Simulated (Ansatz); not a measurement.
**NH₃F (doublet): trial inputs and their diagnosis at distance N1–H4 along a hydrogen transfer = 1.012 Å**

3 inputs are run for NH₃F (doublet) as typed; the log has to tell whether the result can be used and what must change.

Computed with Ansatz 0.2.0, Gaussian basis. Level: the settings change from run to run.

7 further runs of the same task are left out: 1 for a mislabelled method, 6 that didn't finish.

## 1. The geometry

The geometry derives from fragments relaxed apart (PBE0/def2-TZVP) and kept rigid, so it is no stationary point. A hydrogen atom is moved between rigid fragments.

5 atoms, charge 0, spin multiplicity 2.

Atoms are counted from 1 here; the program's logs count them from 0.

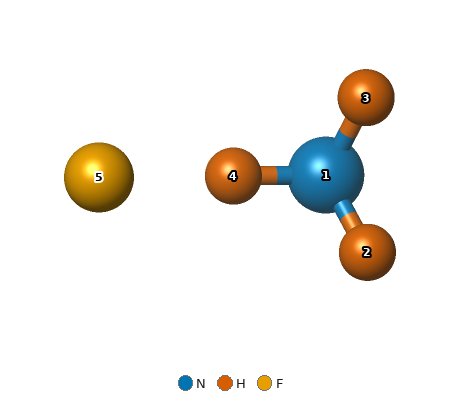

The geometry (nitrogen blue, hydrogen orange, fluorine amber); atoms are numbered from 1 in the order of the file.

## 2. Attempt 1

Input file in.yaml:

```yaml
crystal:
  periodic: [false, false, false]
  atoms:
    - {symbol: N, position_ang: [-1.322583, -0.015822, -0.024626]}
    - {symbol: H, position_ang: [-1.619863, 0.952012, -0.024625]}
    - {symbol: H, position_ang: [-1.619862, -0.418121, 0.855634]}
    - {symbol: H, position_ang: [-0.310123, -0.015821, -0.024626]}
    - {symbol: F, position_ang: [1.163417, -0.015821, -0.024626]}
basis:
  gaussian: {orbitals: cc-pVDZ}
magnetization: {spin_polarized: false, initial_magnetization: 1}
correlation: {method: sc_nevpt2, electrons: outside_noble_gas}
output: {forces: true}
```

Launch:

```bash
$ ansatz run in.yaml --threads 1 --pin off --events-out ev --progress --plain --max-ram 2393MiB
```

What it wrote:

```text
Error: this correlation method needs an active space: name one as the reference
```

Run time: 0.03 s. Hardware: 1 thread of Arm Neoverse V1, shared host.

Diagnosis: The run was refused. This method needs an active space and has none. Fix: add an active_space block.

## 3. Attempt 2

Input file in.yaml:

```yaml
crystal:
  periodic: [false, false, false]
  atoms:
    - {symbol: N, position_ang: [-1.322583, -0.015822, -0.024626]}
    - {symbol: H, position_ang: [-1.619863, 0.952012, -0.024625]}
    - {symbol: H, position_ang: [-1.619862, -0.418121, 0.855634]}
    - {symbol: H, position_ang: [-0.310123, -0.015821, -0.024626]}
    - {symbol: F, position_ang: [1.163417, -0.015821, -0.024626]}
basis:
  gaussian: {orbitals: 6-31G}
magnetization: {spin_polarized: false, initial_magnetization: 1}
correlation: {method: caspt2, electrons: all}
```

The command is unchanged.

What it wrote:

```text
Error: YAML parse error: error: line 12 column 23: unknown variant `caspt2`, expected one of mp2, rpa, ccsd, ccsd_t, bccd, bccd_t, ccsdt, ccsdt_q, ccsdt_q_b, ccsdtq, fci, sc_nevpt2, fic_nevpt4_sd, fic_mrcisd_q, fic_mrcisd_q_relaxed
  --> <input>:12:23
   |
10 |   gaussian: {orbitals: 6-31G}
11 | magnetization: {spin_polarized: false, initial_magnetization: 1}
12 | correlation: {method: caspt2, electrons: all}
   |                       ^ unknown variant `caspt2`, expected one of mp2, rpa, ccsd, ccsd_t, bccd, bccd_t, ccsdt, ccsdt_q, ccsdt_q_b, ccsdtq, fci, sc_nevpt2, fic_nevpt4_sd, fic_mrcisd_q, fic_mrcisd_q_relaxed
```

It took 0.03 s on 1 thread of Arm Neoverse V1, shared host.

Diagnosis: The run was refused. The method's name isn't one that the program knows. Cure: name one from the list in the message.

## 4. Attempt 3

Input file in.yaml:

```yaml
crystal:
  periodic: [false, false, false]
  atoms:
    - {symbol: N, position_ang: [-1.322583, -0.015822, -0.024626]}
    - {symbol: H, position_ang: [-1.619863, 0.952012, -0.024625]}
    - {symbol: H, position_ang: [-1.619862, -0.418121, 0.855634]}
    - {symbol: H, position_ang: [-0.310123, -0.015821, -0.024626]}
    - {symbol: F, position_ang: [1.163417, -0.015821, -0.024626]}
basis:
  gaussian: {orbitals: def2-SVP}
magnetization: {spin_polarized: false, initial_magnetization: 1}
correlation: {method: sc_nevpt2, electrons: outside_noble_gas, active_space: {window: {electrons: 9, orbitals: 5}}}
output: {forces: true}
```

Launched as before.

What it wrote:

```text
Functional definition: HF
  name "HF"
  cite "Fock, Z. Phys. 61, 126 (1930) doi:10.1007/BF01340294"
  parent pbe
  exchange = exact_x
  correlation = 0
427 factors; integrals over basis functions are off by at most 1.2e-3 eV
mean field evaluation 1: about -4224.9083 eV, gradient 3.7e1 eV
mean field evaluation 2: about -4224.9356 eV, gradient 3.7e1 eV
mean field evaluation 4: about -4226.5292 eV, gradient 2.0e1 eV
mean field evaluation 8: about -4227.4013 eV, gradient 3.4e0 eV
mean field evaluation 16: about -4227.4742 eV, gradient 4.8e-4 eV
mean field evaluation 32: about -4228.6897 eV, gradient 8.4e-5 eV
mean field evaluation 64: about -4228.8538 eV, gradient 1.2e-5 eV
mean field evaluation 96: about -4228.7023 eV, gradient 3.9e-1 eV
mean field evaluation 128: about -4228.7594 eV, gradient 2.8e0 eV
mean field evaluation 160: about -4228.8110 eV, gradient 1.2e0 eV
mean field evaluation 192: about -4228.8537 eV, gradient 6.9e-2 eV
mean field -4228.85382018 eV, -155.4075114716 hartree, gradient 8.8e-7 eV, S^2 0.750000; 12 other end points of the search recorded, 0 dependent functions left out
reference -4228.85382018 eV, -155.4075114716 hartree; 10, 9 occupied and 33, 34 virtual orbitals, 427 factors
state -4228.85382018 eV, -155.4075114716 hartree
state -4228.85382018 eV, -155.4075114716 hartree; corrected -4237.47294541 eV, -155.7242584815 hartree
state -4227.47423144 eV, -155.3568125203 hartree
state -4227.47423144 eV, -155.3568125203 hartree; corrected -4236.64390770 eV, -155.6937919076 hartree
state -4228.85382018 eV, -155.4075114716 hartree; corrected -4237.47294541 eV, -155.7242584815 hartree
WARN: 4 active orbitals are nearly empty or full. The corrections depend on them more than the energy does, and are more stable in an active space without them
the calculation of the forces begins
Error: an active orbital is full or empty, and SC-NEVPT2 has no forces then: leave it out of the active space
```

It took 2.9 s on 1 thread of Arm Neoverse V1, shared host.

**Diagnosis.** The run stopped with an error. It says: «an active orbital is full or empty, and SC-NEVPT2 has no forces then: leave it out of the active space». Cure: drop the forces, or choose an active space whose orbitals are all partly filled.

## 5. Summary

| attempt | level | ended | cause | time |
| --- | --- | --- | --- | --- |
| 1 | 'sc_nevpt2'/cc-pVDZ | refused | this method needs an active space and has none | 0.03 s |
| 2 | 'caspt2'/6-31G | refused | the method's name isn't one that the program knows | 0.03 s |
| 3 | NEVPT2(9,5)/def2-SVP | stopped by an error | an active orbital is full or empty, and SC-NEVPT2 has no forces then: leave it out of the active space | 2.9 s |

2 refused, 1 stopped by an error.
